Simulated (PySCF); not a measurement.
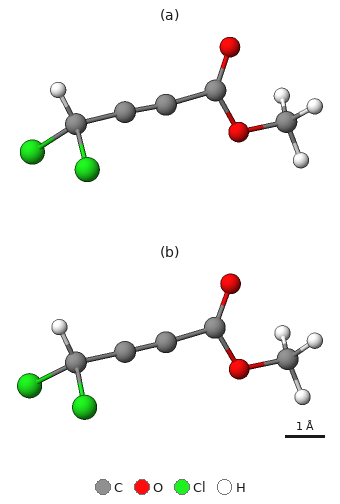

The structure of C₅H₄Cl₂O₂ before (top) and after (bottom) a relaxation, at one scale.

Style: ball-and-stick. Shown at a tilt.

The start comes from GFN2-xTB. Its atoms were then displaced at random by about 0.01 Å.

Computed with PBE0-D3(BJ)/def2-SVP geometry optimisation, gas phase in PySCF. 

> Summarise the run.

The largest move after the best rigid fit is that of a Cl atom, 0.12 Å. Largest moves by element: Cl 0.12 Å, C 0.07 Å, H 0.07 Å, O 0.06 Å. Among the contacts that change: C–H 1.064 → 1.098 Å, C–Cl 1.810 → 1.784 Å, C–H 1.120 → 1.096 Å, C–O 1.178 → 1.202 Å. Among the angles between lasting bonds that change: O–C–O 128.3° → 125.0°, Cl–C–H 109.3° → 106.4°, O–C–C 121.1° → 123.8°. After 6 geometry steps the energy has fallen by 0.130 eV.
